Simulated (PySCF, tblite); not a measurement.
# C₆H₇B: geometry, infrared bands and NMR shifts

Wanted: the infrared bands and NMR shifts of C₆H₇B (`C#CC1=CCBC1`), by calculation.

Programs: tblite 0.8.0 and PySCF 2.14.0, with density-fitted response routines of our own. Each step states its level of theory. These are calculated values for one molecule in the gas phase, unless marked as measured. Atoms are numbered from 0 throughout.

**1. The starting structure**

14 atoms, charge 0, multiplicity 1; geometry from: force field or distance geometry start.

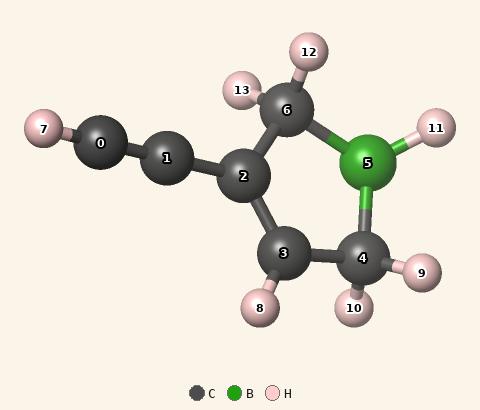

The starting geometry (carbon dark grey, boron green, hydrogen pink), atoms numbered; sticks join atoms by distance.

**2. Optimising the geometry with GFN2-xTB**

Job settings and geometry (Å):

```
{"job": {"kind": "relax", "xc": "GFN2-xTB", "basis": "xTB"}, "charge": 0, "multiplicity": 1}
C      3.135800    -0.779600    -0.169900
C      1.948800    -0.497200    -0.167500
C      0.562300    -0.176400    -0.140000
C     -0.283500    -0.548100    -1.109600
C     -1.689200    -0.116400    -0.882200
B     -1.588700     0.691100     0.467500
C     -0.075300     0.621600     0.945500
H      4.163700    -1.013600    -0.174700
H      0.030900    -1.143400    -1.958000
H     -2.029000     0.541100    -1.714200
H     -2.359900    -0.994500    -0.775900
H     -2.185400     1.700600     0.592800
H      0.364700     1.634700     1.025000
H      0.004100     0.079400     1.914500
```

The run is started by

```bash
> OMP_NUM_THREADS=1 python probes_run.py task.json out
```

One launch serves the whole session: the jobs run in the order shown.

The program printed:

```text
step      E/eV     max force
  0    -476.96027    1.797
  1    -477.00760    4.120
  2    -477.12045    0.927
  3    -477.17565    0.708
  4    -477.22381    0.357
  5    -477.23435    0.374
  6    -477.25203    0.385
  7    -477.26684    0.485
  8    -477.28034    0.292
  9    -477.29009    0.265
 10    -477.30026    0.312
 11    -477.31085    0.380
 12    -477.31907    0.224
 13    -477.32349    0.153
 14    -477.32614    0.160
 15    -477.32899    0.191
 16    -477.33141    0.156
 17    -477.33266    0.073
 18    -477.33320    0.072
 19    -477.33363    0.058
 20    -477.33410    0.057
 21    -477.33452    0.045
 22    -477.33486    0.057
 23    -477.33529    0.063
 24    -477.33598    0.079
 25    -477.33699    0.104
 26    -477.33809    0.089
 27    -477.33905    0.094
 28    -477.33992    0.099
 29    -477.34085    0.109
 30    -477.34176    0.096
 31    -477.34242    0.062
 32    -477.34280    0.061
 33    -477.34309    0.045
 34    -477.34340    0.045
 35    -477.34367    0.041
 36    -477.34384    0.032
 37    -477.34403    0.039
 38    -477.34429    0.056
 39    -477.34465    0.063
 40    -477.34501    0.055
 41    -477.34526    0.040
 42    -477.34541    0.034
 43    -477.34550    0.022
 44    -477.34556    0.020
 45    -477.34561    0.016
 46    -477.34565    0.021
 47    -477.34569    0.021
 48    -477.34573    0.013
 49    -477.34575    0.012
 50    -477.34576    0.012
 51    -477.34578    0.012
 52    -477.34580    0.012
 53    -477.34583    0.015
 54    -477.34587    0.017
 55    -477.34591    0.018
 56    -477.34596    0.019
 57    -477.34601    0.017
 58    -477.34606    0.014
 59    -477.34609    0.014
 60    -477.34611    0.012
 61    -477.34613    0.010
```

It took 0.48 s on 1 thread of Arm Neoverse N1, shared host.

Along the way: (not every step is listed)

| step | energy from step 0 (eV) | largest force (eV/Å) |
| --- | --- | --- |
| 0 | 0.0000 | 1.7972 |
| 1 | -0.0473 | 4.1196 |
| 2 | -0.1602 | 0.9274 |
| 3 | -0.2154 | 0.7080 |
| 4 | -0.2635 | 0.3567 |
| 5 | -0.2741 | 0.3739 |
| 6 | -0.2918 | 0.3851 |
| 7 | -0.3066 | 0.4851 |
| 8 | -0.3201 | 0.2922 |
| 12 | -0.3588 | 0.2245 |
| 16 | -0.3711 | 0.1565 |
| 20 | -0.3738 | 0.0574 |
| 24 | -0.3757 | 0.0787 |
| 28 | -0.3797 | 0.0990 |
| 32 | -0.3825 | 0.0615 |
| 36 | -0.3836 | 0.0324 |
| 40 | -0.3847 | 0.0549 |
| 44 | -0.3853 | 0.0200 |
| 48 | -0.3855 | 0.0127 |
| 52 | -0.3855 | 0.0122 |
| 56 | -0.3857 | 0.0191 |
| 57 | -0.3857 | 0.0166 |
| 58 | -0.3858 | 0.0140 |
| 59 | -0.3858 | 0.0142 |
| 60 | -0.3858 | 0.0123 |
| 61 | -0.3859 | 0.0097 |

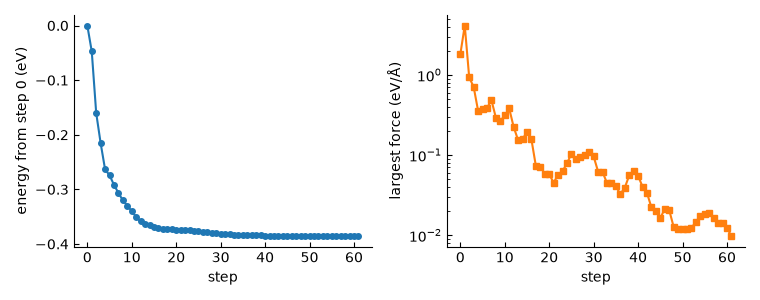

Energy and largest force along the relaxation.

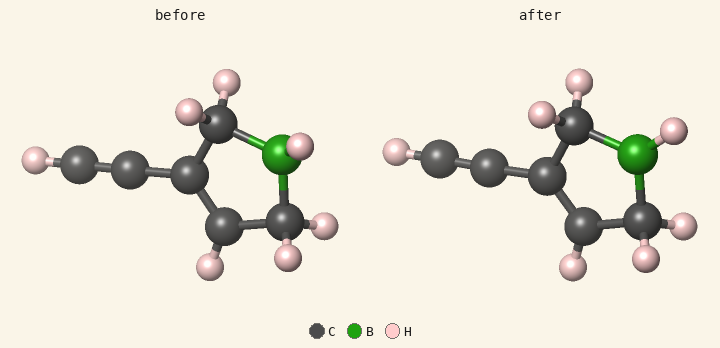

The geometry before (left) and after (right).

Close pairs (by a distance rule), those that changed most:

| bond | before (Å) | after (Å) | change (Å) |
| --- | --- | --- | --- |
| C2–C6 | 1.491 | 1.512 | +0.022 |
| C6–H13 | 1.113 | 1.094 | -0.019 |
| C4–H9 | 1.114 | 1.095 | -0.019 |
| C0–C1 | 1.220 | 1.202 | -0.018 |
| C1–C2 | 1.423 | 1.408 | -0.015 |
| C4–H10 | 1.110 | 1.095 | -0.015 |
| C6–H12 | 1.107 | 1.094 | -0.013 |
| C3–C4 | 1.488 | 1.501 | +0.013 |

The next job starts from the end point, and lists it.

**3. Infrared spectrum with GFN2-xTB**

Job settings and geometry (Å):

```
{"job": {"kind": "ir", "xc": "GFN2-xTB", "basis": "xTB"}, "charge": 0, "multiplicity": 1}
C      3.122835    -0.787517    -0.081644
C      1.951955    -0.528932    -0.160814
C      0.584544    -0.196375    -0.209047
C     -0.289504    -0.582539    -1.141456
C     -1.675448    -0.054359    -0.912283
B     -1.542517     0.793212     0.412470
C     -0.034681     0.679185     0.857494
H      4.143113    -1.025330    -0.028977
H     -0.049249    -1.208622    -1.985858
H     -2.013337     0.528803    -1.775103
H     -2.395595    -0.875329    -0.833303
H     -2.389018     1.384800     0.955191
H      0.483047     1.641709     0.910565
H      0.103176     0.230821     1.846146
```

The program printed:

```text
mode    cm-1     km/mol
  1     128.0      0.45
  2     139.4      0.05
  3     185.9     15.13
  4     296.1      0.11
  5     440.5      6.55
  6     445.8      2.21
  7     510.3      4.34
  8     517.2      0.08
  9     592.9      3.93
 10     647.3      0.77
 11     657.8      9.48
 12     671.4      7.55
 13     778.9    110.59
 14     827.4      0.41
 15     849.3     98.30
 16     880.6      1.57
 17     904.5      2.13
 18    1026.4     10.70
 19    1044.3      0.65
 20    1068.2     12.33
 21    1109.2     91.51
 22    1157.8      1.10
 23    1222.8     37.84
 24    1244.7     25.22
 25    1272.7      8.87
 26    1419.2     17.20
 27    1419.9     29.04
 28    1665.7      7.79
 29    2248.9      6.38
 30    2676.2    158.92
 31    2918.9     26.78
 32    2933.6     28.07
 33    2953.9     44.12
 34    2965.9     25.30
 35    3096.5     50.32
 36    3394.5      1.80
```

Run time: 0.54 s. Hardware: 1 thread of Arm Neoverse N1, shared host.

Which atoms move in the most intense modes:

| cm⁻¹ | km/mol | atoms |
| --- | --- | --- |
| 779 | 110.6 | H8 45 %, B5 11 % |
| 849 | 98.3 | H8 28 %, B5 20 %, H11 10 % |
| 1109 | 91.5 | B5 51 %, H11 15 %, C6 12 % |
| 1223 | 37.8 | H8 24 %, C3 18 %, C4 13 %, C6 12 % |
| 1420 | 29.0 | H9 46 %, H10 46 % |
| 2676 | 158.9 | H11 92 % |
| 2954 | 44.1 | H9 49 %, H10 47 % |
| 3096 | 50.3 | H8 92 % |

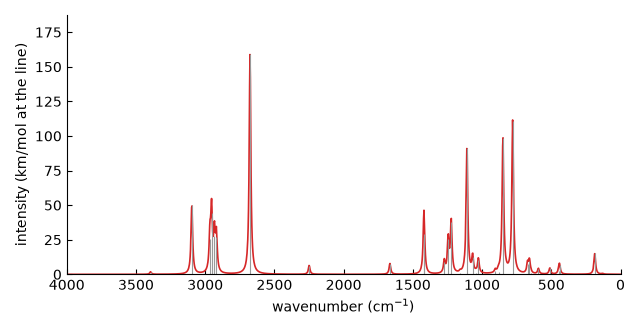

The infrared spectrum from these modes, unscaled. Lines are broadened to a width of 14 cm⁻¹ (Lorentzian).

**4. Shielding tensors: PBE0/pcSseg-1**

Same as in step 3 but for these lines:

```diff
@@ -1,2 +1,2 @@
-{"job": {"kind": "ir", "xc": "GFN2-xTB", "basis": "xTB"}, "charge": 0, "multiplicity": 1}
+{"job": {"kind": "nmr", "xc": "PBE0", "basis": "pcSseg-1"}, "charge": 0, "multiplicity": 1}
 C      3.122835    -0.787517    -0.081644
```

Method: GIAO PBE0/pcSseg-1 NMR shielding, non-relativistic, gas phase.

The program printed:

```text
coarse grid: 11944 points
cycle   1  E = -257.1570439365  dE =  1.029e+00  |g| = 4.367e-01  |ddm| = 3.635e+00
cycle   2  E = -257.1640091095  dE = -6.965e-03  |g| = 4.123e-01  |ddm| = 1.076e+00
cycle   3  E = -257.2079718713  dE = -4.396e-02  |g| = 6.283e-02  |ddm| = 5.176e-01
cycle   4  E = -257.2084648320  dE = -4.930e-04  |g| = 4.539e-02  |ddm| = 1.006e-01
cycle   5  E = -257.2089607236  dE = -4.959e-04  |g| = 1.345e-02  |ddm| = 4.359e-02
cycle   6  E = -257.2090032533  dE = -4.253e-05  |g| = 2.901e-03  |ddm| = 1.359e-02
cycle   7  E = -257.2090051082  dE = -1.855e-06  |g| = 1.287e-03  |ddm| = 3.958e-03
final grid: 116064 points
cycle   8  E = -257.2509547224  dE = -3.364e-05  |g| = 7.082e-03  |ddm| = 5.222e-02
cycle   9  E = -257.2509476568  dE =  7.066e-06  |g| = 8.915e-03  |ddm| = 1.864e-02
cycle  10  E = -257.2509674773  dE = -1.982e-05  |g| = 2.158e-03  |ddm| = 1.120e-02
cycle  11  E = -257.2509685748  dE = -1.098e-06  |g| = 4.029e-04  |ddm| = 1.885e-03
cycle  12  E = -257.2509686102  dE = -3.535e-08  |g| = 1.391e-04  |ddm| = 4.522e-04
cycle  13  E = -257.2509686144  dE = -4.221e-09  |g| = 5.134e-05  |ddm| = 1.597e-04
cycle  14  E = -257.2509686151  dE = -6.752e-10  |g| = 1.313e-05  |ddm| = 6.695e-05
converged SCF energy = -257.2509686151

GIAO shielding tensors (ppm)
atom      isotropic    diamagn.    paramagn.     s11        s22        s33       span
  0 C       98.164     259.937    -161.773     40.892     51.674    201.925    161.033
  1 C      100.186     245.375    -145.189     -4.424      3.386    301.597    306.022
  2 C       54.016     264.961    -210.945    -51.326     76.538    136.836    188.162
  3 C       35.213     251.152    -215.938    -83.110     52.588    136.162    219.272
  4 C      146.049     253.666    -107.618    131.917    152.813    153.416     21.498
  5 B        4.534     186.867    -182.333    -72.329    -30.173    116.103    188.432
  6 C      141.614     249.295    -107.681    126.372    140.981    157.488     31.116
  7 H       28.914      34.322      -5.407     24.917     25.395     36.431     11.514
  8 H       24.922      32.344      -7.421     22.632     23.465     28.669      6.037
  9 H       29.145      28.482       0.664     24.591     27.839     35.007     10.416
 10 H       29.154      28.627       0.526     24.607     27.834     35.020     10.413
 11 H       23.128      28.277      -5.149     17.026     25.417     26.941      9.916
 12 H       29.130      28.669       0.461     24.848     28.362     34.180      9.332
 13 H       29.121      28.807       0.314     24.842     28.343     34.177      9.335
```

Run time: 38 s. Hardware: 1 thread of Arm Neoverse N1, shared host; peak memory 0.81 GiB.

Shifts follow as δ = σ(reference) − σ, with reference shieldings (ppm) from runs at the same level and on the same kind of geometry: ¹H TMS 31.72, ¹³C TMS 186.9, ¹¹B BF3·OEt2 100.1. The references are single molecules in the gas phase. Atoms listed in one row are averaged.

| atoms | environment | σ (ppm) | δ (ppm) | δ scaled to CDCl3 |
| --- | --- | --- | --- | --- |
| C3 | alkene CH | 35.2 | 151.7 | 146.2 |
| C2 | fully substituted alkene carbon | 54.0 | 132.9 | 127.8 |
| C0 | terminal alkyne carbon | 98.2 | 88.8 | 84.7 |
| C1 | alkyne carbon | 100.2 | 86.7 | 82.7 |
| C6 | allylic sp3 CH2 bonded to B | 141.6 | 45.3 | 42.3 |
| C4 | allylic sp3 CH2 bonded to B | 146.0 | 40.9 | 38.0 |
| H11 | hydrogen on a boron bonded to 2 C, in a 5-membered ring | 23.13 | 8.59 | – |
| H8 | hydrogen on an alkene CH | 24.92 | 6.79 | 6.51 |
| H7 | hydrogen on a terminal alkyne carbon | 28.91 | 2.80 | 2.75 |
| H12, H13 | hydrogen on an allylic sp3 CH2 bonded to B | 29.13 | 2.59 | 2.55 |
| H9, H10 | hydrogen on an allylic sp3 CH2 bonded to B | 29.15 | 2.57 | 2.53 |
| B5 | boron bonded to 2 C, H, in a 5-membered ring | 4.5 | 95.5 | – |

The scaled column applies a straight-line fit of computed shieldings to shifts measured in CDCl3 (root-mean-square error 0.16 ppm for H, 1.9 ppm for C).

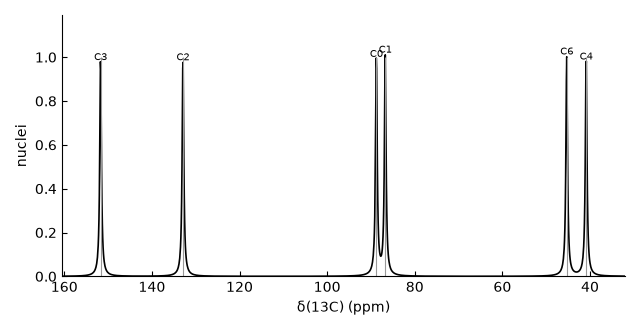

¹³C lines at the computed shifts, without couplings. Lines are broadened to a width of 0.44 ppm (Lorentzian).

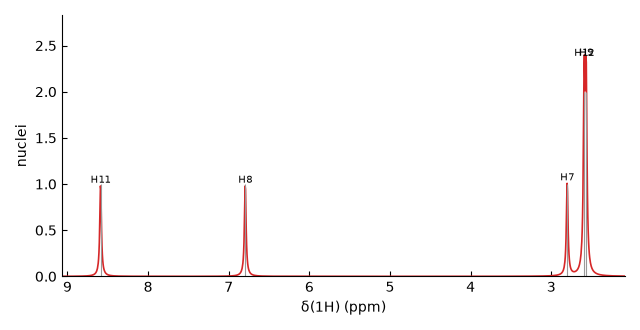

¹H lines at the computed shifts, without couplings. Lines are broadened to a width of 0.02 ppm (Lorentzian).

The run also stored atomic charges by several schemes (e):

| atoms | Mulliken | IAO | Hirshfeld | ESP fit |
| --- | --- | --- | --- | --- |
| C0 | -0.40 | -0.25 | -0.12 | -0.30 |
| C1 | 0.45 | -0.02 | -0.05 | -0.24 |
| C2 | -0.41 | -0.02 | 0.00 | 0.28 |
| C3 | -0.02 | -0.13 | -0.04 | -0.23 |
| C4 | -0.44 | -0.42 | -0.14 | -0.29 |
| B5 | 0.47 | 0.22 | 0.20 | 0.33 |
| C6 | -0.37 | -0.42 | -0.14 | -0.24 |

ESP fit charges:

C0 -0.30; C1 -0.24; C2 0.28; C3 -0.23; C4 -0.29; B5 0.33; C6 -0.24; H7 0.27; H8 0.15; H9 0.11; H10 0.11; H11 -0.14; H12 0.09; H13 0.09

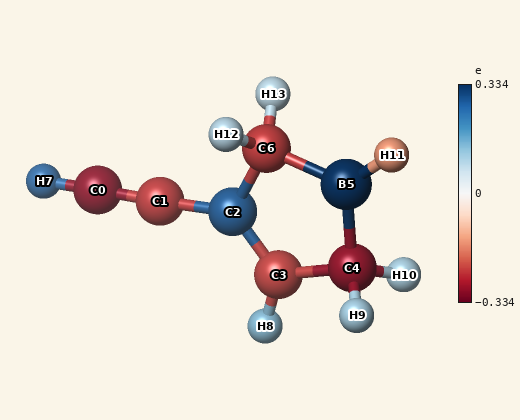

ESP fit charges, as colours on the atoms.

Mayer bond orders: C0–C1 2.32, C1–C2 1.06, C2–C3 1.80, C3–C4 1.06, C4–B5 0.97, B5–C6 0.96, C6–C2 1.08.

Ring of atoms C2, C3, C4, B5, C6: NICS(0) 3.0, NICS(1) -2.6, NICS(1)zz -3.7 ppm (means of both faces).

The fields below are evaluated on a grid from the run's orbitals.

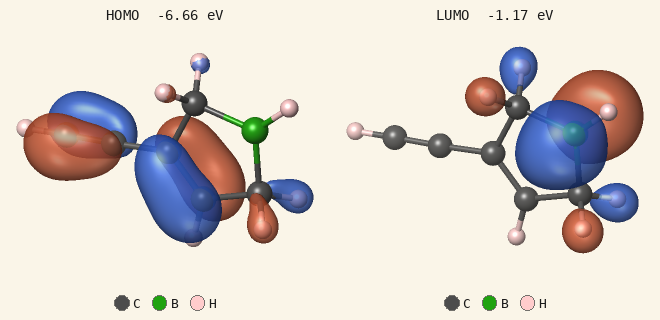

PBE0/pcSseg-1 orbitals near the gap, drawn at the value that encloses 70 % of each; the two colours are the two signs.

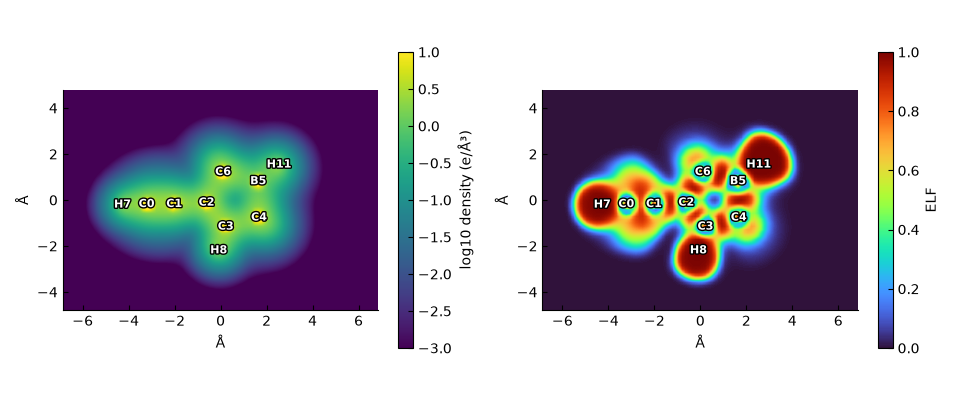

Density (left) and ELF (right) in a plane through or near 10 of the atoms.

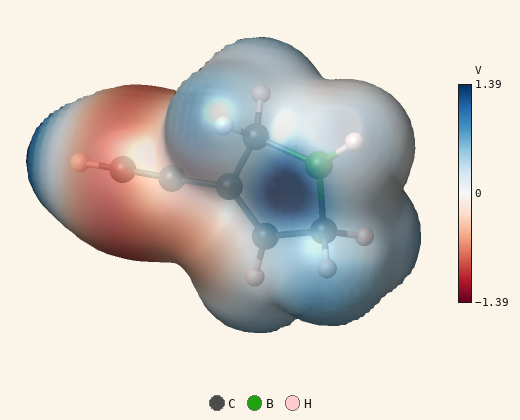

The potential that a unit positive charge feels on the 0.002 e/bohr³ surface, from -0.93 V near C0 to 1.39 V near B5.

**5. Results**

| quantity | value |
| --- | --- |
| strongest single infrared mode (GFN2-xTB) | 2676 cm⁻¹, 159 km/mol |
| zero-point energy (GFN2-xTB) | 66.2 kcal/mol |
| ¹³C shifts against TMS (PBE0/pcSseg-1) | 151.7, 132.9, 88.8, 86.7, 45.3, 40.9 ppm |
| ¹H shifts against TMS (PBE0/pcSseg-1, means over atoms taken as alike) | 8.59, 6.79, 2.80, 2.59, 2.57 ppm |
| ¹¹B shifts against BF3·OEt2 (PBE0/pcSseg-1) | 95.5 ppm |
| surface potential, least and greatest | -0.93 V and 1.39 V |

**Reading.** Over 61 steps the energy fell by 0.386 eV; of the close pairs, C2–C6 changed most, 1.491 to 1.512 Å. No mode is imaginary among the 36: a minimum at this level. The strongest single mode, at 2676 cm⁻¹, moves mainly H11. GFN2-xTB is a fitted tight-binding method: band positions and strengths are rough. Its intensities can rank the bands wrongly. At PBE0/pcSseg-1: Shielding is most anisotropic at C1 (span 306 ppm, paramagnetic term -145 ppm). At PBE0/pcSseg-1, counted by nearest atom on the grid, the HOMO lies on C0, C3 about 26 % each; C2 20 %, the LUMO on B5 56 %; H11 15 %.
